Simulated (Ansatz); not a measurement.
**C2H7ClSi2 (SMILES [SiH3]C=C[SiH2]Cl): density, localisation and related maps**

The calculation's input:

```
crystal:
  periodic: [false, false, false]
  atoms:
    - {symbol: Si, position_ang: [-1.850393, 1.010013, 0.962481]}
    - {symbol: C, position_ang: [-0.187986, 0.238032, 0.609657]}
    - {symbol: C, position_ang: [0.147268, -0.296930, -0.569581]}
    - {symbol: Si, position_ang: [1.804716, -1.070850, -0.866942]}
    - {symbol: Cl, position_ang: [2.783386, -0.082695, -2.386380]}
    - {symbol: H, position_ang: [-2.518988, 0.302637, 2.087403]}
    - {symbol: H, position_ang: [-2.690111, 0.915565, -0.259465]}
    - {symbol: H, position_ang: [-1.684606, 2.436040, 1.351341]}
    - {symbol: H, position_ang: [0.552950, 0.226008, 1.411092]}
    - {symbol: H, position_ang: [-0.581061, -0.285830, -1.381000]}
    - {symbol: H, position_ang: [1.682642, -2.486436, -1.291428]}
    - {symbol: H, position_ang: [2.619184, -0.960653, 0.366920]}
basis:
  gaussian: {orbitals: def2-TZVPP}
hamiltonian: {xc: pbe0, dispersion: d4}
output: {orbitals: {seedname: orbitals}}
```

Command:

```sh
ansatz run in.yaml --threads 4 --pin off --events-out ev --progress --plain --max-ram 10444MiB
```

Geometry: PBE0-D4/def2-TZVP.

Computed with Ansatz, RKS PBE0-D4/def2-TZVPP.

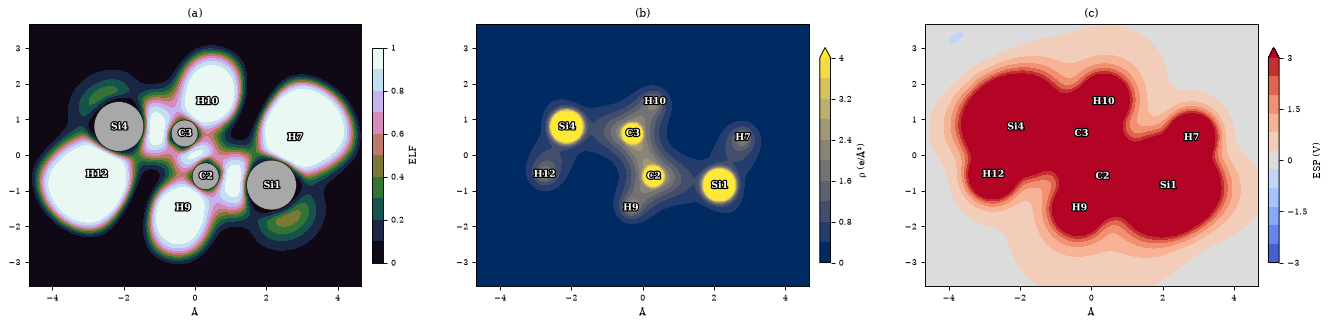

Figure 1. (a) ELF; (b) total electron density; (c) electrostatic potential on the plane of atoms Si1, C2 and C3. Grey discs cover the atomic cores in the ELF map.

What do the fields say about this system?

- The plane passes through Si, C and H nuclei.
- C–C (1.34 Å): the density is about 2.3 e/Å³ at the midpoint; the ELF peaks at about 0.90 between the atoms; a short, multiple covalent bond.
- C–Si (1.85 Å): ρ at the midpoint is about 1 e/Å³; the ELF peaks at about 0.95 between the atoms (localised, covalent bonding).
- C–H (1.09 Å): the density is about 2 e/Å³ at the midpoint; the ELF climbs to about 1 towards the hydrogen, as it does in any bond to H; a covalent bond by its length.
- Si–H (1.48 Å): ρ is about 0.84 e/Å³ halfway; the ELF climbs to about 1 towards the hydrogen.
- The potential has no marked negative region in this plane.

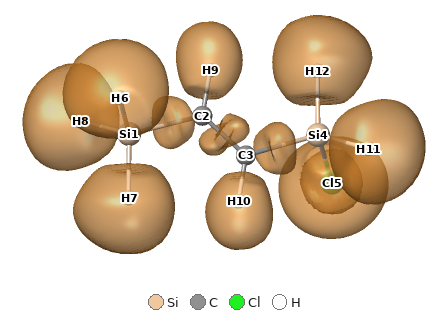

Figure 2. Isosurface of the ELF at 0.8 (orange), seen at a tilt. Only the valence region is drawn (cores and ρ < 0.01 e/Å³ removed).

What do the ELF domains correspond to?

The surface consists of one region between bonded C–C atoms (shared pairs), two regions between bonded C–Si atoms (shared pairs), seven regions around hydrogen nuclei and one region on Cl in which the atom's valence shell and bonds are merged.

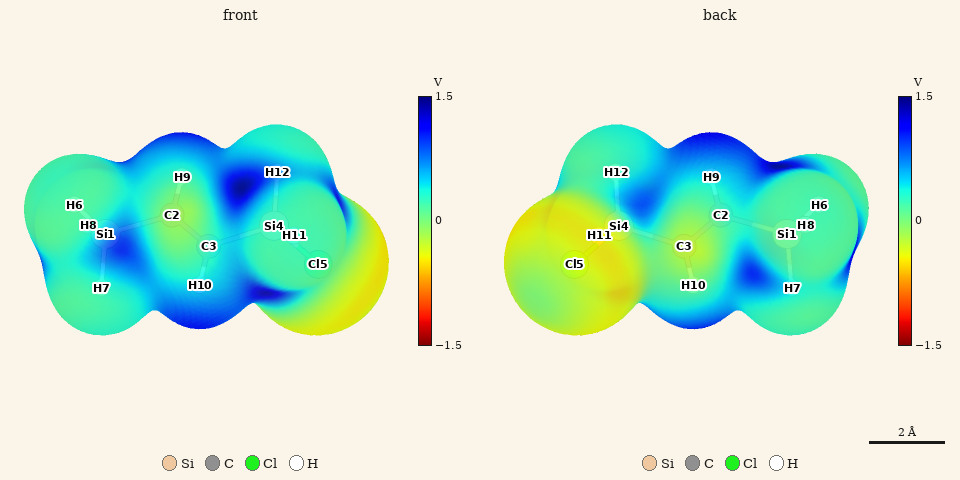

Figure 3. The molecular electrostatic potential painted on the density surface at 0.002 e/bohr³, seen from the front and from behind; red is negative and blue positive.

Where is the surface potential most negative and most positive?

The most negative region (about −0.5 V) lies over Cl5, the most positive (about +1.3 V) over Si1 and Si4.
